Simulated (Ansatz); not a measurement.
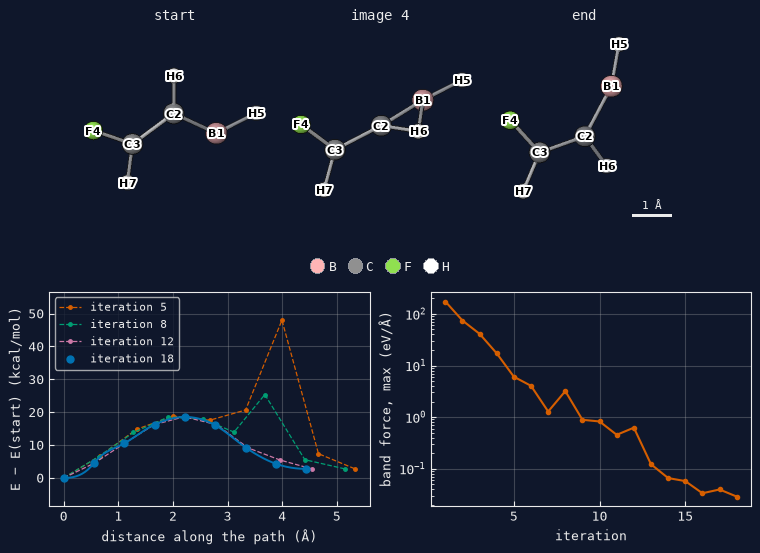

A nudged-elastic-band calculation for C2H3BF (multiplicity 2). Images are numbered from 0 (start) to 8 (end). The plot follows the band through its iterations. The picture is a ball-and-stick view, seen at a tilt.

Level of theory: UKS PBE0/def2-SVP in Ansatz 0.2.0. Set-up: 7 movable images; climbing image; force threshold 0.03 eV/Å; iteration limit 60; starting path through a guess of the saddle point.

Q: Did the band converge, and can the barrier be trusted?

A: The result is final at these settings. The band converged in 18 iterations. The largest component of the band force went from 170 to 0.029 eV/Å. The climbing image converged on the top of the path. Its vibrational analysis gives one imaginary mode (350i cm⁻¹), as a transition state must have. The first iteration put the highest image at 1003.9 kcal/mol. The energy climbs by 18.6 kcal/mol to image 4 and then falls by 15.8 kcal/mol, so the end point sits at +2.8 kcal/mol.

Cost: 3.3 min on 2 threads of Intel(R) Xeon(R) Platinum 8488C (Sapphire Rapids), with other jobs on the host, peak memory 0.19 GiB.
